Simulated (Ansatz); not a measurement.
The reference is HfO2 in the fluorite structure (space group Fm-3m, No. 225; a = 5.001 Å). Axes: x, y, z lie along the cube axes.

Now apply this change: uniaxial strain ε_zz = +3.00 %, all other strain components held at zero, atoms relaxed at fixed cell.

The values are results of DFT with LDA, PAW potentials and a 420 eV plane-wave cutoff in Ansatz (a first-principles code), without spin-orbit coupling, not measurements.

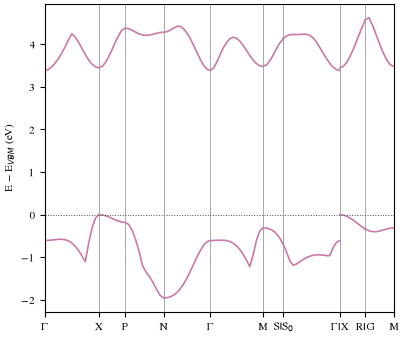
Figure: Highest valence and lowest conduction band along the path of the changed cell's own zone

The gap is 3.38 eV, indirect, X → Γ; the base has 3.66 eV.

With Hf present, leaving out spin-orbit coupling can change the band edges. No phonon test of stability was made. This is not the structure that HfO2 has at room temperature and ambient pressure. k-point labels follow each cell's own Brillouin zone.
